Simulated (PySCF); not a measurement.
# C₄H₄ClF: circular dichroism and optical rotation, excited states, first hyperpolarisability

Wanted: circular dichroism and optical rotation, excited states, first hyperpolarisability for C₄H₄ClF (`CC=C=C(F)Cl`).

Programs: PySCF 2.14.0, with routines of our own; each step states its level. All values are computed. Atoms count from 0.

## 1. The starting structure

10 atoms, charge 0, multiplicity 1; geometry from: GFN2-xTB.

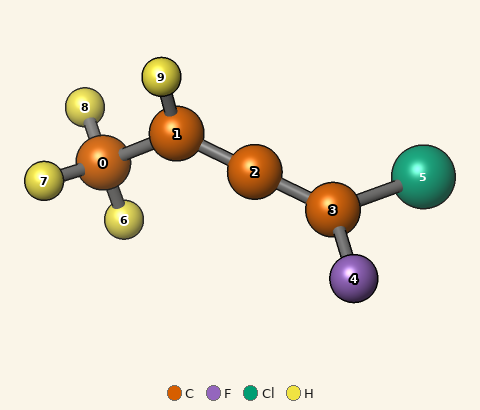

The starting geometry (carbon orange, fluorine purple, chlorine teal, hydrogen yellow).

## 2. Relaxing the molecule at PBE0-D3(BJ)/def2-TZVP

Job settings and geometry (Å):

```
{"job": {"xc": "PBE0", "basis": "def2-TZVP", "d3": "d3bj", "grid": 2, "kind": "geom"}, "charge": 0, "multiplicity": 1}
C     -1.578594    -0.303989    -0.319507
C     -0.504483     0.561152     0.253536
C      0.756578     0.250100     0.280599
C      2.011261    -0.069134     0.254439
F      2.627501    -0.744801     1.241025
Cl     3.098816     0.341957    -1.032998
H     -1.166540    -1.224487    -0.721978
H     -2.307020    -0.543738     0.453671
H     -2.097471     0.234865    -1.110994
H     -0.831165     1.502730     0.679679
```

On the command line:

```
$ OMP_NUM_THREADS=1 python excited_run.py task.json out
```

The driver reads the jobs from task.json and runs them one after another.

What it wrote:

```text
step   0  E = -714.48727707  max force = 0.008706
step   1  E = -714.48708869  max force = 0.004501
step   2  E = -714.48722314  max force = 0.007791
step   3  E = -714.48761000  max force = 0.003406
step   4  E = -714.48770163  max force = 0.001684
step   5  E = -714.48773755  max force = 0.001524
step   6  E = -714.48774910  max force = 0.000884
step   7  E = -714.48775541  max force = 0.000463
step   8  E = -714.48775579  max force = 0.000122
optimisation converged
```

It took 1.7 min on 1 thread of Arm Neoverse V1, shared host; peak memory 0.87 GiB.

Along the way: (the energy doesn't fall at every step)

| step | energy from step 0 (eV) | largest force component (eV/Å) |
| --- | --- | --- |
| 0 | 0.0000 | 0.4477 |
| 1 | 0.0051 | 0.2315 |
| 2 | 0.0015 | 0.4006 |
| 3 | -0.0091 | 0.1751 |
| 4 | -0.0116 | 0.0866 |
| 5 | -0.0125 | 0.0784 |
| 6 | -0.0128 | 0.0455 |
| 7 | -0.0130 | 0.0238 |
| 8 | -0.0130 | 0.0063 |

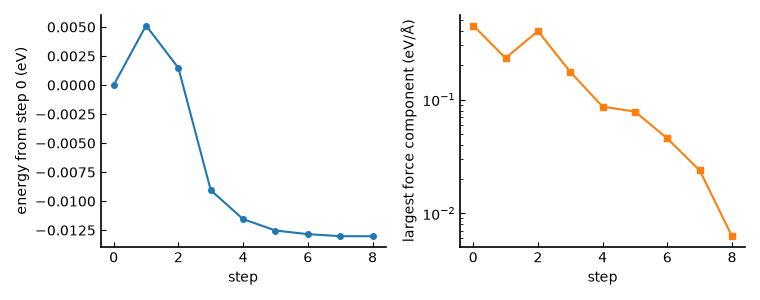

Energy and largest force along the relaxation.

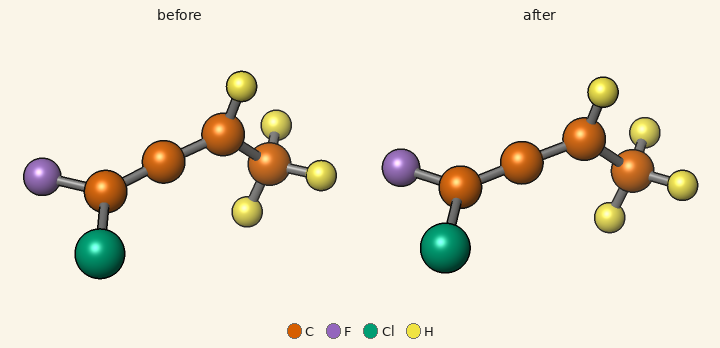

Before and after, at one scale.

Distances of close pairs at the start and the end, largest changes first:

| bond | before (Å) | after (Å) | change (Å) |
| --- | --- | --- | --- |
| C3–Cl5 | 1.735 | 1.715 | -0.020 |
| C3–F4 | 1.345 | 1.333 | -0.012 |
| C1–H9 | 1.084 | 1.090 | +0.006 |
| C0–H7 | 1.089 | 1.094 | +0.005 |
| C0–H8 | 1.089 | 1.094 | +0.005 |
| C0–H6 | 1.086 | 1.089 | +0.003 |
| C1–C2 | 1.299 | 1.302 | +0.003 |
| C2–C3 | 1.295 | 1.295 | +0.001 |

The final coordinates are the input of the step that follows.

| at the end point | value |
| --- | --- |
| point group (found at 0.08 Å tolerance) | C1 |
| rotational constants (GHz, main isotopes) | 5.494, 1.474, 1.237 |
| dipole moment (D) | 2.59 |

## 3. Circular dichroism and optical rotation: TDDFT CAM-B3LYP/def2-TZVPD

Job settings and geometry (Å):

```
{"job": {"kind": "ecd", "xc": "CAM-B3LYP", "basis": "def2-TZVPD", "nstates": 12}, "charge": 0, "multiplicity": 1}
C     -1.564391    -0.255628    -0.452599
C     -0.500860     0.569253     0.194508
C      0.745195     0.216193     0.327066
C      1.989933    -0.126440     0.434447
F      2.483048    -0.791471     1.479176
Cl     3.196854     0.216499    -0.734431
H     -1.168582    -1.201383    -0.819825
H     -2.369439    -0.461078     0.258861
H     -2.009537     0.291349    -1.288776
H     -0.804325     1.541216     0.584453
```

Level: TDDFT CAM-B3LYP/def2-TZVPD circular dichroism and optical rotation, one conformer, gas phase.

What it wrote:

```text
coarse grid: 9536 points
cycle   1  E = -714.7499357772  dE =  9.872e-01  |g| = 6.062e-01  |ddm| = 3.612e+00
cycle   2  E = -714.7155827898  dE =  3.435e-02  |g| = 7.927e-01  |ddm| = 1.808e+00
cycle   3  E = -714.8236872179  dE = -1.081e-01  |g| = 5.206e-02  |ddm| = 8.542e-01
cycle   4  E = -714.8240822915  dE = -3.951e-04  |g| = 3.817e-02  |ddm| = 1.515e-01
cycle   5  E = -714.8244294639  dE = -3.472e-04  |g| = 8.905e-03  |ddm| = 6.787e-02
cycle   6  E = -714.8244470052  dE = -1.754e-05  |g| = 2.842e-03  |ddm| = 1.612e-02
cycle   7  E = -714.8244490870  dE = -2.082e-06  |g| = 7.188e-04  |ddm| = 7.209e-03
final grid: 89672 points
cycle   8  E = -714.8208615770  dE = -3.427e-05  |g| = 4.334e-03  |ddm| = 2.138e-01
cycle   9  E = -714.8208612341  dE =  3.429e-07  |g| = 4.475e-03  |ddm| = 1.896e-02
cycle  10  E = -714.8208649038  dE = -3.670e-06  |g| = 6.157e-04  |ddm| = 5.637e-03
cycle  11  E = -714.8208649574  dE = -5.360e-08  |g| = 2.078e-04  |ddm| = 1.285e-03
cycle  12  E = -714.8208649659  dE = -8.508e-09  |g| = 3.872e-05  |ddm| = 4.709e-04
cycle  13  E = -714.8208649662  dE = -2.980e-10  |g| = 1.539e-05  |ddm| = 1.150e-04
converged SCF energy = -714.8208649662

Singlet excitations and rotatory strengths (1e-40 esu^2 cm^2)
state   eV       nm     f(len)   f(vel)    R(len)    R(vel)   main configurations
  1   4.7333   261.9  0.00030  0.00025     1.584     1.576   H->L 0.95
  2   6.4774   191.4  0.01480  0.01493   -19.887   -19.588   H->L+1 0.65, H-1->L 0.10
  3   6.5031   190.7  0.00498  0.00497    20.968    20.908   H-1->L+1 0.39, H-1->L+4 0.21, H-1->L+2 0.14
  4   6.6907   185.3  0.00558  0.00563    -4.012    -4.109   H->L+2 0.51, H-1->L 0.31
  5   6.8901   179.9  0.07174  0.07138   -68.176   -67.719   H->L+8 0.20, H-1->L 0.17, H->L+3 0.16
  6   7.2601   170.8  0.75850  0.75650   163.385   162.694   H-1->L 0.31, H->L+2 0.19, H->L+3 0.13
  7   7.4793   165.8  0.14990  0.15113   -14.596   -14.017   H-1->L+1 0.41, H-1->L+4 0.17, H-1->L+2 0.15
  8   7.5727   163.7  0.04374  0.04272    30.312    30.258   H->L+3 0.61, H->L+4 0.11, H->L+6 0.09
  9   7.8242   158.5  0.20122  0.20208   -25.757   -25.776   H-2->L 0.53
 10   7.8917   157.1  0.01437  0.01429     5.872     5.974   H->L+5 0.80
 11   7.9458   156.0  0.07519  0.07549   -58.378   -58.550   H->L+4 0.45, H->L+8 0.18, H->L+2 0.09
 12   8.1795   151.6  0.00565  0.00619     1.182     1.165   H-1->L+3 0.73

Specific rotation (deg / (dm g/mL))
    nm     length   length(OI)   velocity    alpha(len)  alpha(vel)
  633.0     133.42     134.17     136.09       71.861     71.992
  589.3     157.29     158.18     160.43       72.245     72.376
  546.0     188.27     189.34     192.01       72.730     72.861
  436.0     331.40     333.29     337.81       74.794     74.926
  405.0     405.71     408.04     413.46       75.765     75.897
  365.0     552.31     555.49     562.57       77.504     77.636
  355.0     603.57     607.05     614.67       78.061     78.193
```

Wall time 82 s (1 thread of Arm Neoverse V1, shared host); peak memory 1.1 GiB.

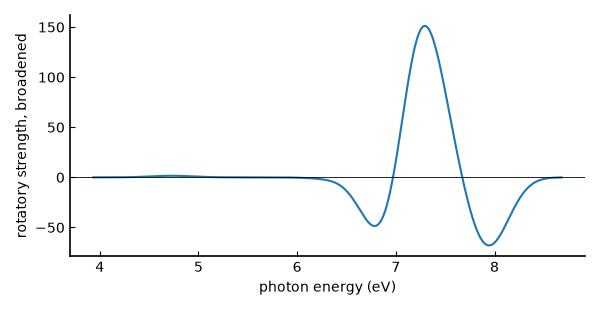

Circular dichroism: velocity-form rotatory strengths under Gaussians of 0.3 eV half-width at 1/e.

## 4. Excited states: TDA CAM-B3LYP/def2-TZVPD

The job, as its differences from that of step 3:

```diff
@@ -1,2 +1,2 @@
-{"job": {"kind": "ecd", "xc": "CAM-B3LYP", "basis": "def2-TZVPD", "nstates": 12}, "charge": 0, "multiplicity": 1}
+{"job": {"kind": "states", "xc": "CAM-B3LYP", "basis": "def2-TZVPD", "tda": true, "soc": true, "nstates": 6, "ntriplets": 5, "nquad": 4}, "charge": 0, "multiplicity": 1}
 C     -1.564391    -0.255628    -0.452599
```

Method: TDA CAM-B3LYP/def2-TZVPD excited states, vertical, gas phase, spin-orbit mean-field couplings.

What it wrote:

```text
coarse grid: 9536 points
cycle   1  E = -714.7499357772  dE =  9.872e-01  |g| = 6.062e-01  |ddm| = 3.612e+00
cycle   2  E = -714.7155827898  dE =  3.435e-02  |g| = 7.927e-01  |ddm| = 1.808e+00
cycle   3  E = -714.8236872179  dE = -1.081e-01  |g| = 5.206e-02  |ddm| = 8.542e-01
cycle   4  E = -714.8240822915  dE = -3.951e-04  |g| = 3.817e-02  |ddm| = 1.515e-01
cycle   5  E = -714.8244294639  dE = -3.472e-04  |g| = 8.905e-03  |ddm| = 6.787e-02
cycle   6  E = -714.8244470052  dE = -1.754e-05  |g| = 2.842e-03  |ddm| = 1.612e-02
cycle   7  E = -714.8244490870  dE = -2.082e-06  |g| = 7.188e-04  |ddm| = 7.209e-03
final grid: 89672 points
cycle   8  E = -714.8208615770  dE = -3.427e-05  |g| = 4.334e-03  |ddm| = 2.138e-01
cycle   9  E = -714.8208612341  dE =  3.429e-07  |g| = 4.475e-03  |ddm| = 1.896e-02
cycle  10  E = -714.8208649038  dE = -3.670e-06  |g| = 6.157e-04  |ddm| = 5.637e-03
cycle  11  E = -714.8208649574  dE = -5.360e-08  |g| = 2.078e-04  |ddm| = 1.285e-03
cycle  12  E = -714.8208649659  dE = -8.508e-09  |g| = 3.872e-05  |ddm| = 4.709e-04
cycle  13  E = -714.8208649662  dE = -2.980e-10  |g| = 1.539e-05  |ddm| = 1.150e-04
converged SCF energy = -714.8208649662

Singlet excitations
state   eV       nm        f     d(h-e)  d(exc)  Lambda  PR(NTO)  |dmu|/D   mu/D   main configurations
  1   4.7638   260.3   0.00028   0.793   2.696   0.535   1.013    2.043    0.806   H->L 0.95
  2   6.5176   190.2   0.00621   0.148   3.146   0.398   1.536    0.146    2.863   H-1->L+1 0.29, H->L+1 0.25, H-1->L+4 0.16
  3   6.5337   189.8   0.01573   0.156   3.446   0.408   1.601    0.461    2.828   H->L+1 0.48, H-1->L+1 0.16, H->L+2 0.11
  4   6.8374   181.3   0.00918   0.512   3.335   0.456   1.374    2.204    4.235   H->L+2 0.46, H->L+8 0.13, H-1->L 0.12
  5   7.0001   177.1   0.01922   0.425   3.042   0.529   1.833                     H-1->L 0.30, H->L+3 0.20, H->L+4 0.18
  6   7.4048   167.4   0.26063   0.385   3.526   0.425   1.697                     H-1->L+1 0.20, H-1->L 0.14, H-1->L+4 0.14

Triplet excitations (Tamm-Dancoff)
state   eV     d(h-e)  d(exc)  Lambda  PR(NTO)   main configurations
  1   4.2571   0.055   2.266   0.702   1.296   H-1->L 0.75
  2   4.3634   0.755   2.660   0.535   1.017   H->L 0.94
  3   4.5441   0.181   2.333   0.523   1.295   H->L+4 0.30, H->L+1 0.21, H->L+2 0.14
  4   6.1888   0.692   2.716   0.374   1.510   H-1->L+1 0.30, H-1->L+4 0.22, H-1->L+2 0.13
  5   6.2520   0.845   2.955   0.400   1.608   H->L+2 0.28, H->L+8 0.19, H->L+1 0.11
S1 - T1 = 0.5067 eV

Spin-orbit couplings |<S|Hso|T>| (cm-1)
             T1       T2       T3       T4       T5
S0       14.122   57.470    7.852   44.363  105.740
S1       25.756    0.865   14.328   10.817   21.528
S2       13.732    7.550   18.109   11.160    2.306
S3        4.980    5.815   13.999   13.672    5.225
S4       10.828   30.828   11.559   30.036    9.565
S5        7.611   41.499    9.323   32.677   22.279
S6        6.530   25.956    5.878    4.366   13.896
T1 sublevels (cm-1): 0.000 0.061 0.342   radiative rates (1/s): 5.26 1.71 3.45
```

Wall time 42 s (1 thread of Arm Neoverse V1, shared host); peak memory 0.95 GiB.

Key values:

| quantity | value |
| --- | --- |
| S1 less T1 | 0.51 eV |

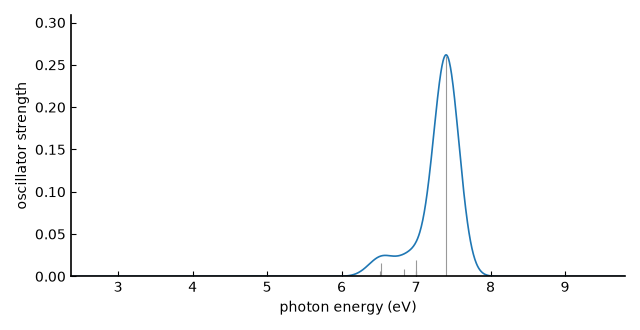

Absorption lines of the singlets. Lines are broadened to a width of 0.40 eV (Gaussian).

## 5. Excited states: TDDFT CAM-B3LYP/def2-TZVPD

The job, as its differences from that of step 4:

```diff
@@ -1,2 +1,2 @@
-{"job": {"kind": "states", "xc": "CAM-B3LYP", "basis": "def2-TZVPD", "tda": true, "soc": true, "nstates": 6, "ntriplets": 5, "nquad": 4}, "charge": 0, "multiplicity": 1}
+{"job": {"kind": "states", "xc": "CAM-B3LYP", "basis": "def2-TZVPD", "tpa": true, "nstates": 8, "nquad": 6, "ntriplets": 0}, "charge": 0, "multiplicity": 1}
 C     -1.564391    -0.255628    -0.452599
```

Method: TDDFT CAM-B3LYP/def2-TZVPD excited states, vertical, gas phase, two-photon moments by quadratic response.

What it wrote:

```text
coarse grid: 9536 points
cycle   1  E = -714.7499357772  dE =  9.872e-01  |g| = 6.062e-01  |ddm| = 3.612e+00
cycle   2  E = -714.7155827898  dE =  3.435e-02  |g| = 7.927e-01  |ddm| = 1.808e+00
cycle   3  E = -714.8236872179  dE = -1.081e-01  |g| = 5.206e-02  |ddm| = 8.542e-01
cycle   4  E = -714.8240822915  dE = -3.951e-04  |g| = 3.817e-02  |ddm| = 1.515e-01
cycle   5  E = -714.8244294639  dE = -3.472e-04  |g| = 8.905e-03  |ddm| = 6.787e-02
cycle   6  E = -714.8244470052  dE = -1.754e-05  |g| = 2.842e-03  |ddm| = 1.612e-02
cycle   7  E = -714.8244490870  dE = -2.082e-06  |g| = 7.188e-04  |ddm| = 7.209e-03
final grid: 89672 points
cycle   8  E = -714.8208615770  dE = -3.427e-05  |g| = 4.334e-03  |ddm| = 2.138e-01
cycle   9  E = -714.8208612341  dE =  3.429e-07  |g| = 4.475e-03  |ddm| = 1.896e-02
cycle  10  E = -714.8208649038  dE = -3.670e-06  |g| = 6.157e-04  |ddm| = 5.637e-03
cycle  11  E = -714.8208649574  dE = -5.360e-08  |g| = 2.078e-04  |ddm| = 1.285e-03
cycle  12  E = -714.8208649659  dE = -8.508e-09  |g| = 3.872e-05  |ddm| = 4.709e-04
cycle  13  E = -714.8208649662  dE = -2.980e-10  |g| = 1.539e-05  |ddm| = 1.150e-04
converged SCF energy = -714.8208649662

Singlet excitations
state   eV       nm        f     d(h-e)  d(exc)  Lambda  PR(NTO)  |dmu|/D   mu/D   delta(TPA)   sigma/GM   main configurations
  1   4.7335   261.9   0.00030   0.785   2.695   0.535   1.022    2.040    0.807        0.09      0.001   H->L 0.95
  2   6.4777   191.4   0.01474   0.491   3.550   0.456   1.391    1.360    1.709       98.12      1.508   H->L+1 0.65, H-1->L 0.10
  3   6.5032   190.7   0.00509   0.338   2.948   0.373   1.226    0.551    3.171       14.38      0.223   H-1->L+1 0.39, H-1->L+4 0.21, H-1->L+2 0.14
  4   6.6917   185.3   0.00567   0.563   3.231   0.534   1.858    2.544    5.047       31.50      0.517   H->L+2 0.51, H-1->L 0.31
  5   6.8915   179.9   0.07159   0.580   3.064   0.459   1.443    2.192    4.125       10.82      0.188   H->L+8 0.20, H-1->L 0.16, H->L+3 0.16
  6   7.2608   170.8   0.75813   0.384   3.294   0.516   2.019    1.423    2.689       16.55      0.320   H-1->L 0.31, H->L+2 0.19, H->L+3 0.13
  7   7.4798   165.8   0.15168   0.330   3.569   0.363   1.200                                            H-1->L+1 0.41, H-1->L+4 0.17, H-1->L+2 0.15
  8   7.5728   163.7   0.04375   0.982   4.092   0.341   1.051                                            H->L+3 0.61, H->L+4 0.11, H->L+6 0.09
```

It took 52 s on 1 thread of Arm Neoverse V1, shared host; peak memory 0.99 GiB.

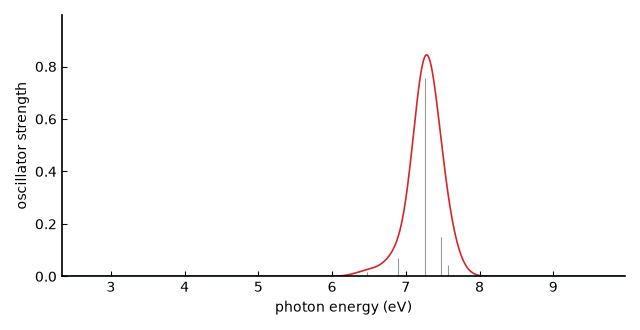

Absorption lines of the singlets. Lines are broadened to a width of 0.40 eV (Gaussian).

## 6. First hyperpolarisability: quadratic response CAM-B3LYP/def2-TZVPD

The job, as its differences from that of step 5:

```diff
@@ -1,2 +1,2 @@
-{"job": {"kind": "states", "xc": "CAM-B3LYP", "basis": "def2-TZVPD", "tpa": true, "nstates": 8, "nquad": 6, "ntriplets": 0}, "charge": 0, "multiplicity": 1}
+{"job": {"kind": "beta", "xc": "CAM-B3LYP", "basis": "def2-TZVPD"}, "charge": 0, "multiplicity": 1}
 C     -1.564391    -0.255628    -0.452599
```

Method: quadratic response CAM-B3LYP/def2-TZVPD first hyperpolarisability, Taylor convention, gas phase.

What it wrote:

```text
coarse grid: 9536 points
cycle   1  E = -714.7499357772  dE =  9.872e-01  |g| = 6.062e-01  |ddm| = 3.612e+00
cycle   2  E = -714.7155827898  dE =  3.435e-02  |g| = 7.927e-01  |ddm| = 1.808e+00
cycle   3  E = -714.8236872179  dE = -1.081e-01  |g| = 5.206e-02  |ddm| = 8.542e-01
cycle   4  E = -714.8240822915  dE = -3.951e-04  |g| = 3.817e-02  |ddm| = 1.515e-01
cycle   5  E = -714.8244294639  dE = -3.472e-04  |g| = 8.905e-03  |ddm| = 6.787e-02
cycle   6  E = -714.8244470052  dE = -1.754e-05  |g| = 2.842e-03  |ddm| = 1.612e-02
cycle   7  E = -714.8244490870  dE = -2.082e-06  |g| = 7.188e-04  |ddm| = 7.209e-03
final grid: 89672 points
cycle   8  E = -714.8208615770  dE = -3.427e-05  |g| = 4.334e-03  |ddm| = 2.138e-01
cycle   9  E = -714.8208612341  dE =  3.429e-07  |g| = 4.475e-03  |ddm| = 1.896e-02
cycle  10  E = -714.8208649038  dE = -3.670e-06  |g| = 6.157e-04  |ddm| = 5.637e-03
cycle  11  E = -714.8208649574  dE = -5.360e-08  |g| = 2.078e-04  |ddm| = 1.285e-03
cycle  12  E = -714.8208649659  dE = -8.508e-09  |g| = 3.872e-05  |ddm| = 4.709e-04
cycle  13  E = -714.8208649662  dE = -2.980e-10  |g| = 1.539e-05  |ddm| = 1.150e-04
converged SCF energy = -714.8208649662

Lowest singlets (eV, f): 4.7335 0.0003  6.4777 0.0147  6.5032 0.0051

First hyperpolarisability (au)
process     nm      |vector|   parallel      HRS      DR
static         -      128.98     -74.12      49.82   6.583
shg       1907.0      134.72     -77.68       52.0   6.567
eope      1907.0      130.84     -75.27          -       -
shg       1064.0      149.27     -86.64      57.54   6.503
eope      1064.0      135.15     -77.94          -       -
```

It took 38 s on 1 thread of Arm Neoverse V1, shared host; peak memory 1 GiB.

## 7. What came out

```
                                                                                        quantity                                                            value
                                                                                     point group                                                               C1
                                                            rotational constants (main isotopes)                                             5.49, 1.47, 1.24 GHz
state of largest rotatory strength (velocity form) among 12 (step 3, TDDFT CAM-B3LYP/def2-TZVPD)  7.26 eV, R = +162.7 (velocity), +163.4 (length) ·10⁻⁴⁰ esu² cm²
                              specific rotation at 633.0 nm (step 3, TDDFT CAM-B3LYP/def2-TZVPD)                                 136.1 (velocity), 133.4 (length)
                                                   S1 less T1 (step 4, TDA CAM-B3LYP/def2-TZVPD)                                                          0.51 eV
                                      β vector (step 6, quadratic response CAM-B3LYP/def2-TZVPD)              static 129, SHG 1907.0 nm 135, SHG 1064.0 nm 149 au
```

What this shows: Relaxing lowered the energy by 0.013 eV in 8 steps; the close pair that moved most is C3–Cl5, from 1.735 to 1.715 Å. No frequency check was run at this level, so the end point may be a saddle. Rotations belong to one conformer and to the handedness of the start. In step 4, the number of triplets below S1 is 3, and the largest singlet-triplet spin-orbit coupling is S0–T5, 105.74 cm⁻¹. β grows from 129 au (static) to 149 au for doubling at 1064.0 nm: normal dispersion, which grows as twice the photon energy moves toward the bright states.
